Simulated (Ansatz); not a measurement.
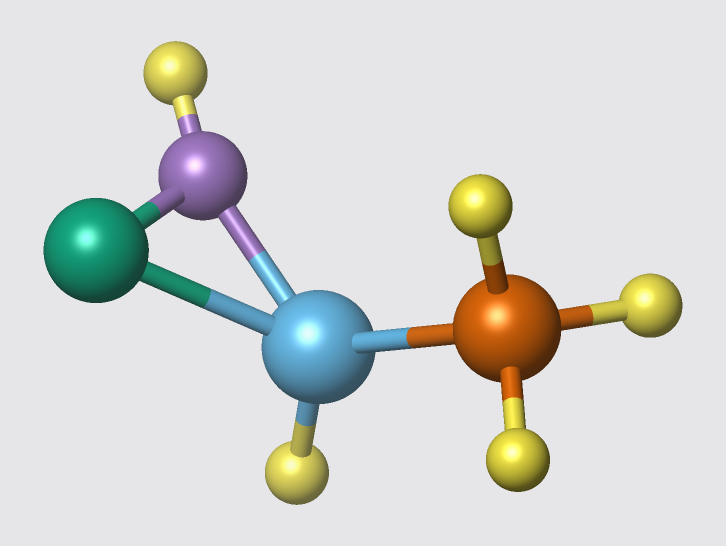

Every bond is drawn as one stick, whatever its order. Colours: silicon orange, aluminium blue, carbon purple, sulfur teal, hydrogen yellow.

Description:

The molecule is CH₅AlSSi. The point group is C1. Coordination, clear cases only: 1 Si tetrahedral.

More results for the same structure follow; atom numbers are the same in all pictures, views and colours differ. The computed structure is the end point of a PBE0-D4/def2-TZVP optimisation.

## Geometry

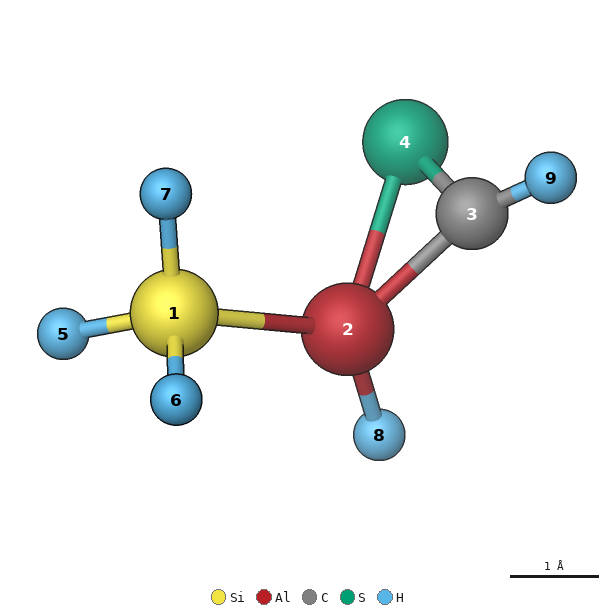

List the bonds and their lengths.

| bond | length (Å) |
| --- | --- |
| Si1–Al2 | 2.445 |
| Si1–H5 | 1.492 |
| Si1–H6 | 1.493 |
| Si1–H7 | 1.492 |
| Al2–C3 | 1.960 |
| Al2–S4 | 2.407 |
| Al2–H8 | 1.585 |
| C3–S4 | 1.634 |
| C3–H9 | 1.089 |

## Dipole moment

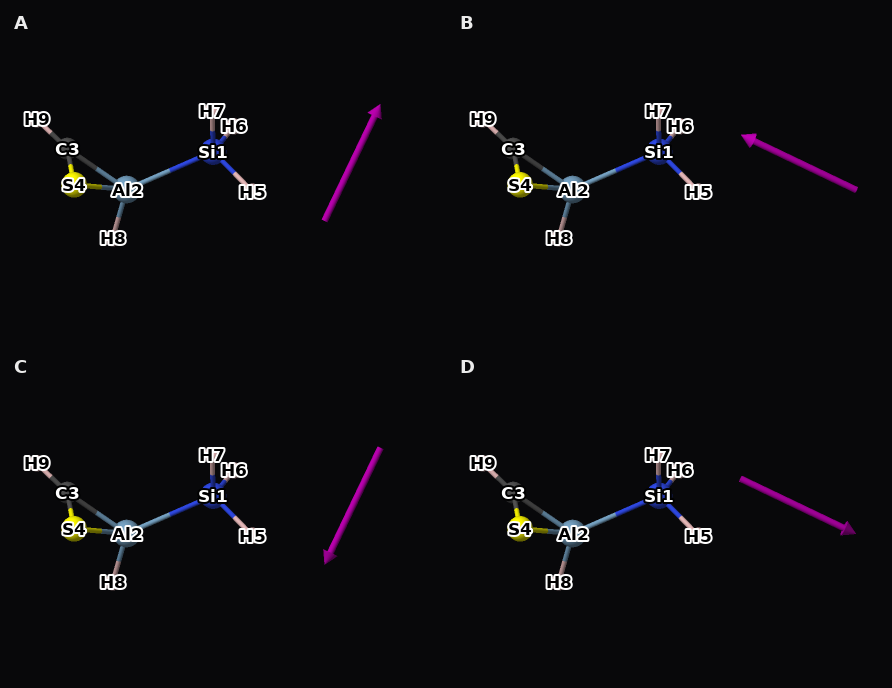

The same molecule four times, each with an arrow. Properties computed with RKS PBE0-D4/def2-TZVP (Ansatz 0.2.0).

**Which arrow points along the dipole moment, from the negative to the positive end?**

B. The dipole moment is 1.93 D; it points from the side of H5 to the side of H9 (the outermost atoms at the two ends).

## Vibrations

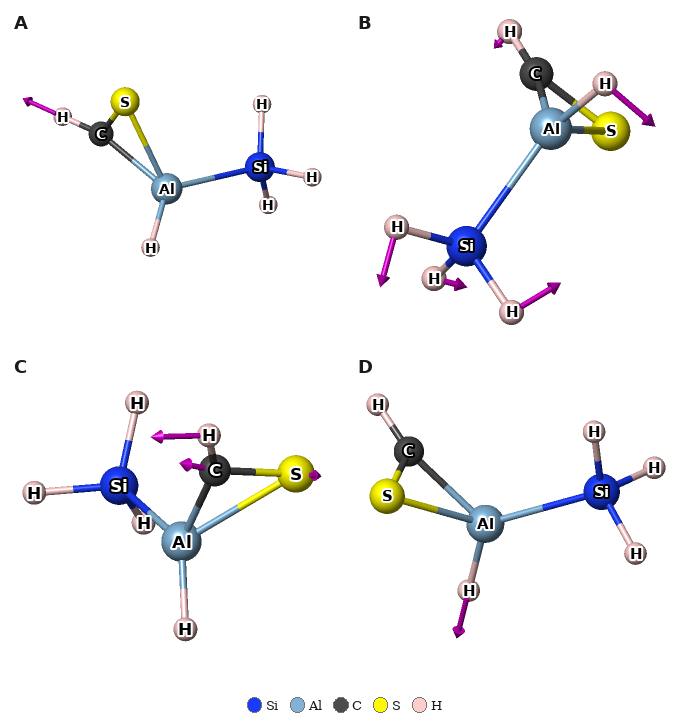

4 normal modes of one molecule or complex, as arrows. Harmonic vibrations computed with RKS PBE0-D4/def2-TZVP (Ansatz 0.2.0) at a stationary point of the same level.

**Match the panels to the wavenumbers 416 cm⁻¹, 1031 cm⁻¹, 1921 cm⁻¹, 3147 cm⁻¹.**

A: 3147 cm⁻¹, C–H stretching
B: 416 cm⁻¹, Al–Si–H bending
C: 1031 cm⁻¹
D: 1921 cm⁻¹, Al–H stretching

## Charges

The questions are on Mulliken charges. Properties computed with RKS B3LYP-D4/def2-TZVPP (Ansatz 0.2.0).

Give the Mulliken charges atom by atom.

```json
{"atom": "Si1", "value (e)": "0.03"}
{"atom": "Al2", "value (e)": "0.41"}
{"atom": "C3", "value (e)": "−0.15"}
{"atom": "S4", "value (e)": "−0.06"}
{"atom": "H5", "value (e)": "−0.07"}
{"atom": "H6", "value (e)": "−0.07"}
{"atom": "H7", "value (e)": "−0.07"}
{"atom": "H8", "value (e)": "−0.15"}
{"atom": "H9", "value (e)": "0.13"}
```

Mulliken values depend strongly on the basis set and can even reverse the polarity of a bond.
